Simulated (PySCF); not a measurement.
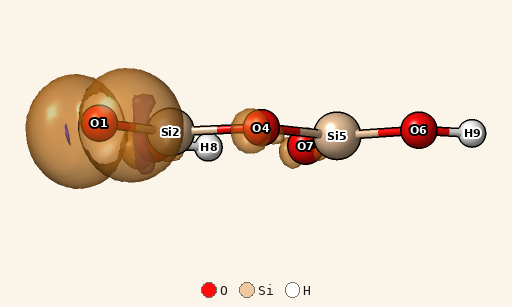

The picture shows: H$_{2}$O$_{5}$Si$_{2}$ (hydroxylated disilicon oxide cation) (charge +1, doublet). Isosurfaces of the spin density (α minus β) at +0.015 (orange) and −0.015 e/Å³ (purple), seen from one side.

Geometry: PBE0-D3(BJ)/def2-SVP.

Level of theory: UKS B3LYP, IGLO-III on O Si, pcH-1 on H, non-relativistic, mean-field spin-orbit, GIAO in PySCF 2.14.0, density-fitted response routines.

```xyz
9

O    -2.3833    1.9677   -1.1200
Si   -1.4827    0.7215   -0.5582
O    -2.0810   -0.6824   -0.1831
O     0.0966    1.0027   -0.4007
Si    1.0727   -0.2549    0.1660
O     2.5605    0.2818    0.2332
O     0.2610   -1.5236    0.4468
H    -1.3132   -1.2961    0.1347
H     3.3260   -0.2329    0.5289
```

### Where is the unpaired spin?

The unpaired spin (1 electron) lies mostly on O1 (about 0.9), in electrons by Hirshfeld's partition.
